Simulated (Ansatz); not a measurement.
ZnNi2O5

Input

```
crystal:
  lattice:
    - [1.7704718801, -5.0102803252, 0.0]
    - [1.7704718801, 5.0102803252, 0.0]
    - [0.0, 0.0, 11.1765692403]
  atoms:
    - { symbol: Zn, position: [0.9230680367, 0.0769319633, 0.75] }
    - { symbol: Zn, position: [0.0769319633, 0.9230680367, 0.25] }
    - { symbol: Ni, position: [0.2261933366, 0.7738066634, 0.5987980232], spin: 0.71 }
    - { symbol: Ni, position: [0.2261933366, 0.7738066634, 0.9012019768], spin: 0.71 }
    - { symbol: Ni, position: [0.7738066634, 0.2261933366, 0.4012019768], spin: 0.71 }
    - { symbol: Ni, position: [0.7738066634, 0.2261933366, 0.0987980232], spin: 0.71 }
    - { symbol: O, position: [0.0534575324, 0.9465424676, 0.6250128454], spin: 0.61 }
    - { symbol: O, position: [0.0534575324, 0.9465424676, 0.8749871546], spin: 0.61 }
    - { symbol: O, position: [0.9465424676, 0.0534575324, 0.3749871546], spin: 0.61 }
    - { symbol: O, position: [0.9465424676, 0.0534575324, 0.1250128454], spin: 0.61 }
    - { symbol: O, position: [0.3130674219, 0.6869325781, 0.75] }
    - { symbol: O, position: [0.2208371669, 0.7791628331, 0.073663321] }
    - { symbol: O, position: [0.2208371669, 0.7791628331, 0.426336679] }
    - { symbol: O, position: [0.6869325781, 0.3130674219, 0.25] }
    - { symbol: O, position: [0.7791628331, 0.2208371669, 0.573663321] }
    - { symbol: O, position: [0.7791628331, 0.2208371669, 0.926336679] }
basis:
  ecutwfc: 420
kpoints:
  mp_grid: { grid: [10, 10, 4] }
hamiltonian:
  xc: pbe
scf:
  occupations: { method: gaussian, width: 0.1 }
output:
  forces: true
  stress: true
  eigenvalues: true
  populations: true
  write_density: true
  write_potential: true
  elf: true
  volumetric_format: npy
magnetization:
  spin_polarized: true
relax:
  adjacent_minimum: "off"
  f_tol: 0.01
  max_steps: 80
  cell: { stress_tol: 0.05 }
```

Launched as:

```sh
ansatz run input.yaml --threads 1 --pin off --max-ram 2560MiB --backend cpu --events-out ev --progress --plain --runs-dir out
```

Below, planes, directions and counts refer to the conventional cell (a = 3.54 Å, b = 10.02 Å, c = 11.18 Å, α = 90.00°, β = 90.00°, γ = 90.00°).

Space group Cmcm; a generated structure, not necessarily the stable one; the SCF solution may not be the lowest one; the program warned that another magnetic order may lie lower; spin-polarised.

Level of theory: DFT PBE, scalar-relativistic, plane waves, PAW in Ansatz.

The density is the valence pseudo-density of a PAW calculation; it isn't the true density close to the nuclei.

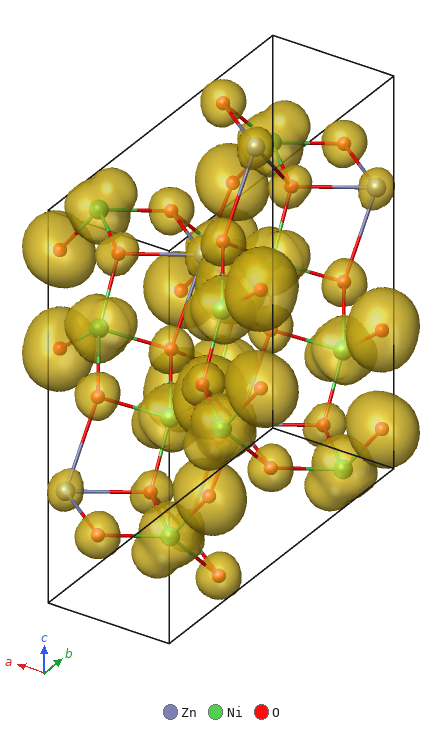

Figure 1. Isosurfaces of the spin density (up minus down) at +0.03 (yellow) and −0.03 e/Å³ (cyan), seen at an oblique angle. Sticks mark near contacts.

Which atoms carry the moments, and with what signs?

Answer. The spin density sits on Ni: +0.7 μB (×8); O: +0.6 μB (×8) in one cell of 32 atoms, with smaller moments on other sites: Zn (up to +0.05 μB) and O (up to +0.07 μB): parallel moments (a ferromagnetic arrangement) in this solution. The cell of the calculation (16 atoms) carries 6.1 μB of net spin moment. Only one sign reaches the isovalue.

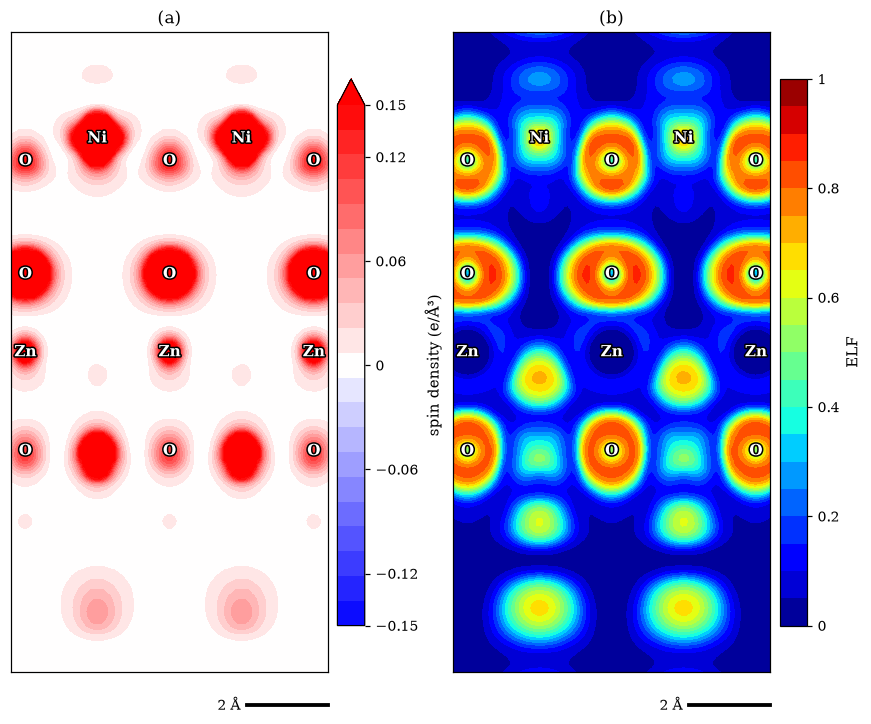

Figure 2. (a) spin density; (b) ELF on the (011) plane of the conventional cell.

Interpret the plot.

Answer. The section cuts through Zn, Ni and O sites.
Atoms just off the plane (Ni, 0.3 Å away and O, 0.8 Å away) can leave unmarked features too.
Zn–O (1.92 Å): the ELF peaks at about 0.80 in the valence shell of O, 0.6 Å from its nucleus, and is about 0.25 at the midpoint; no localised pair shows between them.
Ni–O (1.87 Å): the ELF peaks at about 0.80 in the valence shell of O, 0.6 Å from its nucleus, and is about 0.25 at the midpoint; no shared electron pair shows on this line.
The features right at Ni lie inside the PAW spheres, where the map follows smoothed inner orbitals and isn't to be read closely.

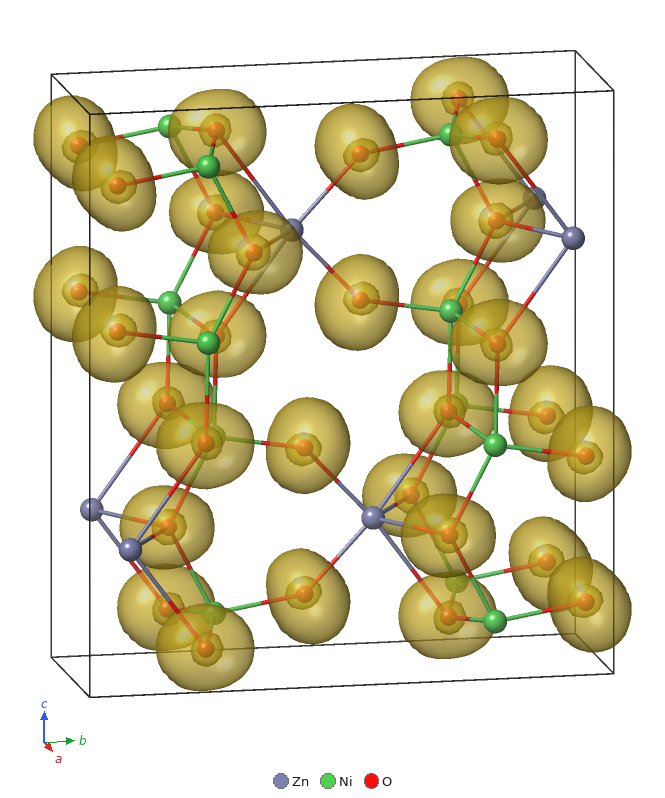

Figure 3. Isosurface of the electron localisation function at 0.65 (yellow), seen slightly off an axis. Core shells and regions of very low density are left out. Sticks mark near contacts.

Where are the electrons localised?

Answer. The ELF exceeds this value in 20 regions wrapped around O (the valence shell of each), counted in one cell of 32 atoms. Regions shared between cells count once. Along the contacts the grid gives the following. Ni–O (1.76 Å): the ELF peaks at about 0.80 in the valence shell of O, 0.5 Å from its nucleus, and is about 0.30 at the midpoint: no localised pair shows between them.
